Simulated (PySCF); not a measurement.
C$_{7}$H$_{9}$O: EPR calculation

The run: EPR calculation of C$_{7}$H$_{9}$O, multiplicity 2, SMILES O=CC1=C[CH]CCC1. Method and program: UKS B3LYP, pcH-1 on C H O, non-relativistic, mean-field spin-orbit, GIAO (PySCF 2.14.0).

It belongs to a series of runs on one base structure; here: H removed from sp3 C.

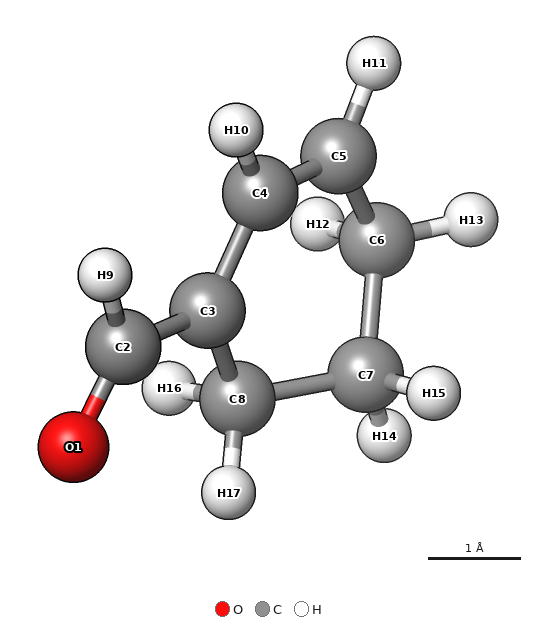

**Figure 1.** The input geometry (ball-and-stick view, seen at a tilt; atoms are numbered from 1 in the order of the input). Bond lengths as drawn: C–C 1.36 to 1.53 Å, C–H 1.08 to 1.11 Å and C–O 1.22 Å.

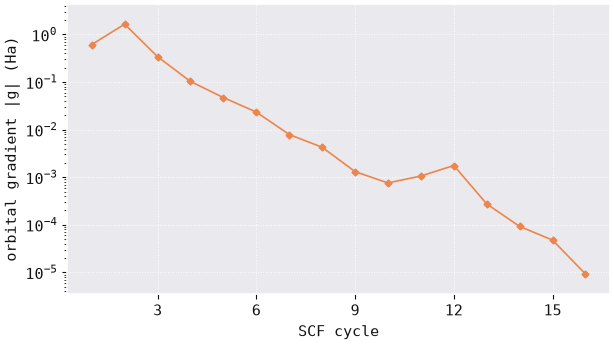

**Figure 2.** Convergence of the self-consistent field: orbital gradient |g| against the SCF cycle. All cycles printed in the log are drawn one after another.

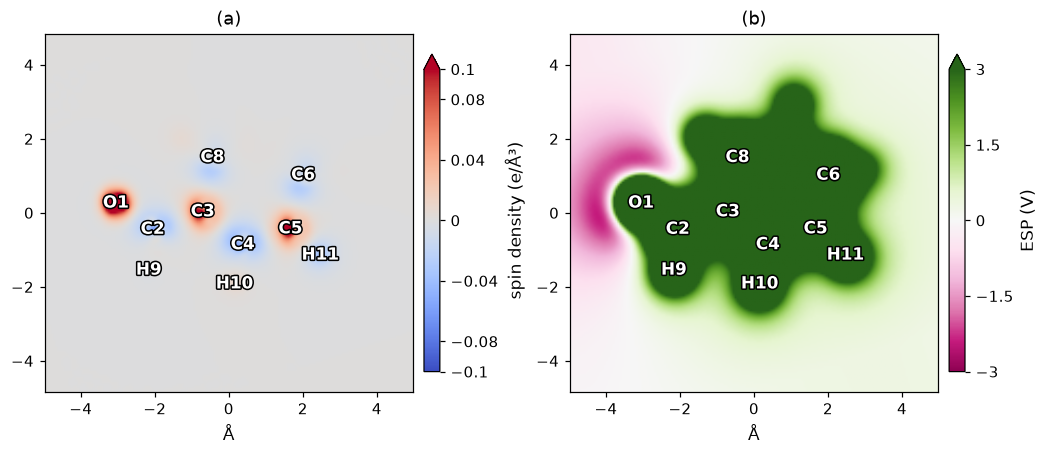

**Figure 3.** (a) spin density; (b) electrostatic potential on the plane of atoms C4, C5 and H11. Atoms in the plane: O, C and H. The unpaired spin (1 electron) lies mostly on C5 (about 0.3), C3 (about 0.3) and O1 (about 0.2), in electrons by Hirshfeld's partition.

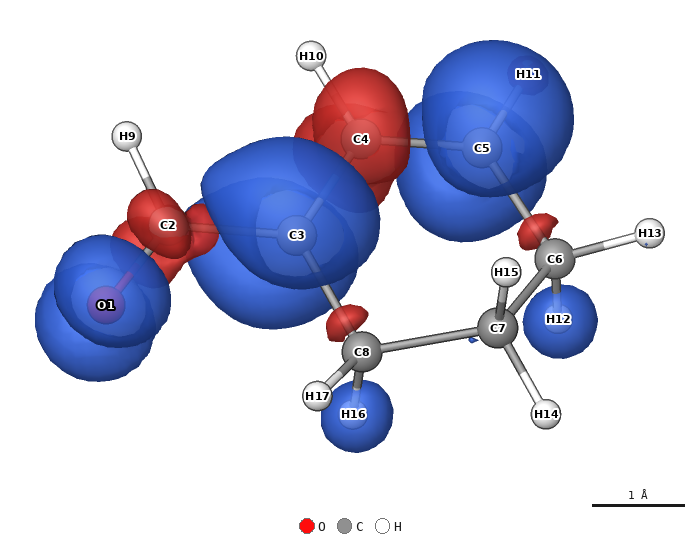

**Figure 4.** Isosurfaces of the spin density at +0.02 (blue) and −0.02 e/Å³ (red), seen at a tilt. The unpaired spin (1 electron) lies mostly on C5 (about 0.3), C3 (about 0.3) and O1 (about 0.2), in electrons by Hirshfeld's partition.

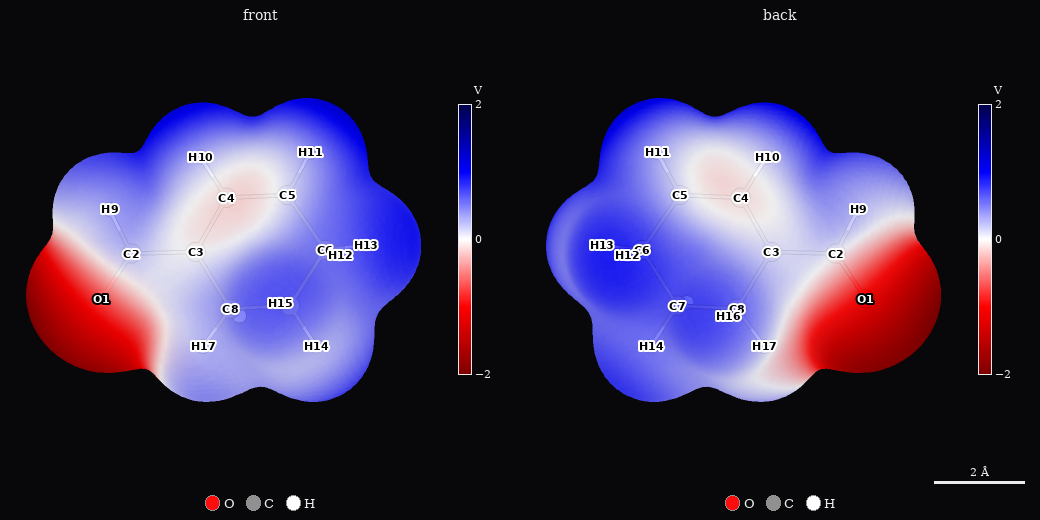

**Figure 5.** The molecular electrostatic potential painted on the density surface at 0.002 e/bohr³, seen face on and from behind; the colour scale runs from red (negative) to blue (positive).

The input and output of the run follow.

**Input file**
```
{"job": {"kind": "epr", "basis": "pcH-1"}, "charge": 0, "multiplicity": 2}
O      3.156875    -0.772999    -0.713414
C      2.457940     0.210532    -0.531002
C      1.069192     0.181961    -0.174827
C      0.342633     1.365682     0.016322
C     -0.967937     1.358480     0.380151
C     -1.726161     0.088816     0.542793
C     -1.097087    -1.032163    -0.283926
C      0.394296    -1.133788     0.022877
H      2.882628     1.228203    -0.639496
H      0.857927     2.307515    -0.117120
H     -1.487099     2.284773     0.575373
H     -1.717811    -0.190030     1.604399
H     -2.771285     0.236008     0.261124
H     -1.592144    -1.980930    -0.072595
H     -1.227608    -0.809321    -1.345238
H      0.535150    -1.445560     1.065417
H      0.883494    -1.885148    -0.600748
```

The first line tells a small driver script what to run in PySCF; the rest is the geometry in Å.

Launched with:
```bash
OMP_NUM_THREADS=1 python <driver script> task.json out
```

**The program's output**
```
UKS, coarse grid
  cycle   1  E = -347.21005483  |g| = 6.14e-01
  cycle   2  E = -345.92561258  |g| = 1.65e+00
  cycle   3  E = -347.29988094  |g| = 3.41e-01
  cycle   4  E = -347.36490941  |g| = 1.03e-01
  cycle   5  E = -347.36955977  |g| = 4.72e-02
  cycle   6  E = -347.37060464  |g| = 2.34e-02
  cycle   7  E = -347.37096602  |g| = 7.89e-03
  cycle   8  E = -347.37104443  |g| = 4.26e-03
  cycle   9  E = -347.37106398  |g| = 1.31e-03
  cycle  10  E = -347.37106619  |g| = 7.56e-04
UKS, final grid
  cycle   1  E = -347.37106302  |g| = 1.06e-03
  cycle   2  E = -347.37106229  |g| = 1.76e-03
  cycle   3  E = -347.37106357  |g| = 2.74e-04
  cycle   4  E = -347.37106361  |g| = 9.23e-05
  cycle   5  E = -347.37106362  |g| = 4.76e-05
  cycle   6  E = -347.37106362  |g| = 9.22e-06
E = -347.37106362 Eh   <S^2> = 0.7754 (exact 0.7500)
g shifts (ppm)      1          2          3
  rmc          -180       -180       -180
  gc            -12         32         27
  oz_so          32       1660       4067
  total        -161       1511       3914
hyperfine (MHz)  atom isotope    a_iso     a_fc   dipolar eigenvalues
    0   17O     -15.68     -15.68    -71.13     35.47     35.66
    1   13C     -26.64     -26.64     -5.79      0.50      5.29
    2   13C      44.84      44.84    -42.49    -40.95     83.45
    3   13C     -38.45     -38.45    -23.40      9.26     14.14
    4   13C      43.29      43.29    -40.86    -39.36     80.22
    5   13C     -15.85     -15.85     -1.14      0.07      1.07
    6   13C       4.32       4.32     -2.16     -0.56      2.72
    7   13C     -15.86     -15.86     -0.97      0.14      0.83
    8    1H      -2.38      -2.38     -3.51     -2.09      5.60
    9    1H       9.70       9.70     -4.36     -1.42      5.77
   10    1H     -33.20     -33.20    -19.55     -0.64     20.19
   11    1H      72.14      72.14     -2.65     -1.83      4.48
   12    1H      21.41      21.41     -2.72     -1.90      4.62
   13    1H      -2.53      -2.53     -1.87     -0.72      2.59
   14    1H      -2.32      -2.32     -2.25     -0.59      2.85
   15    1H      68.31      68.31     -2.73     -1.85      4.58
   16    1H      17.07      17.07     -3.51     -0.97      4.48
```

**Results in brief**

| quantity | value |
| --- | --- |
| outcome | converged |
| total energy | −347.371064 hartree |
| ⟨S²⟩ | 0.775 |
| isotropic g | 2.0041 |
| hardware | 1 CPU thread, shared host |
| wall time | 67 s |
| peak memory | 0.97 GiB |
